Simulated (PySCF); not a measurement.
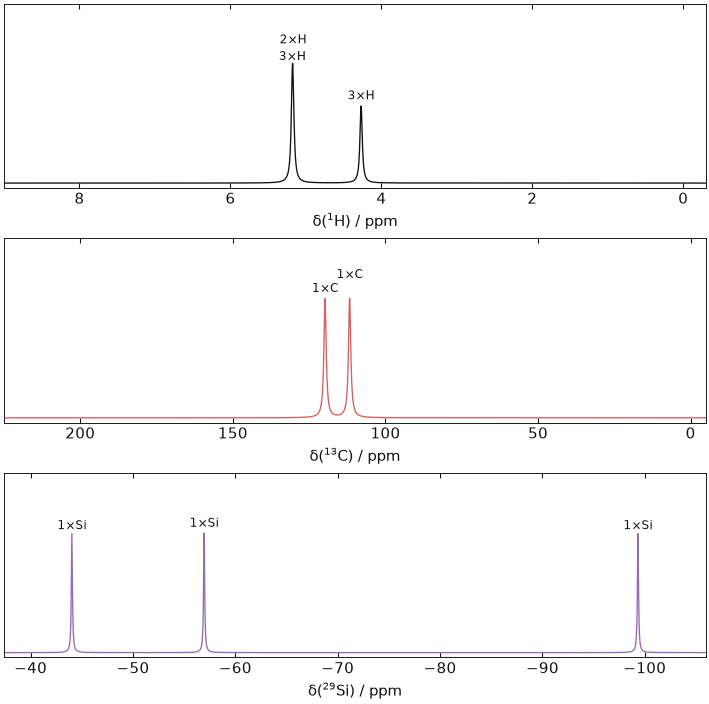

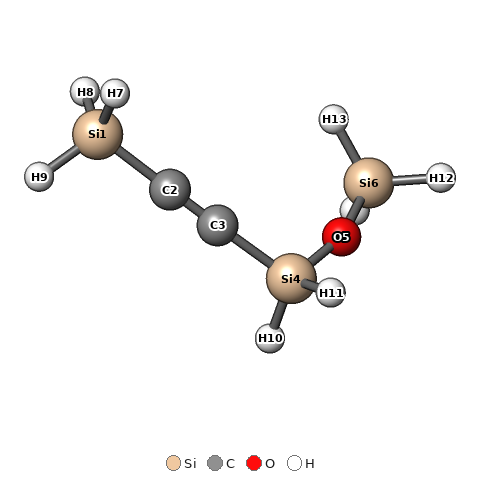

Spectrum and numbered structure of C₂H₈OSi₃, SMILES [SiH3]C#C[SiH2]O[SiH3]. GIAO shifts, PBE0/pcSseg-1 with PySCF 2.14.0, at a GFN2-xTB geometry (no frequency check), against TMS for ¹H, TMS for ¹³C and TMS for ²⁹Si computed at the same level. Gas phase, fully decoupled, line heights follow the number of nuclei, widths are arbitrary (no quadrupolar broadening); values of one conformer, averaged over methyl-type rotors and exact or near symmetry; other conformers aren't averaged in.

> Assign the ¹H signals to the numbered atoms.

| δ (ppm) | nuclei | atoms |
| --- | --- | --- |
| 5.18 | 3 | H12, H13, H14 |
| 5.17 | 2 | H10, H11 |
| 4.27 | 3 | H7, H8, H9 |

The order of signals that lie close, as those under 0.08 ppm apart, is within the error of the method.

> Assign the ¹³C signals to the numbered atoms.

| δ (ppm) | nuclei | atoms |
| --- | --- | --- |
| 119.8 | 1 | C3 |
| 111.7 | 1 | C2 |

> Which ²⁹Si nuclei are the least shielded, and which the most?

Least shielded: Si6 at −44.0 ppm. Most shielded: Si1 at −99.3 ppm.

Known limits of this run: the tight-binding geometry is rougher than a DFT one and adds to the error.
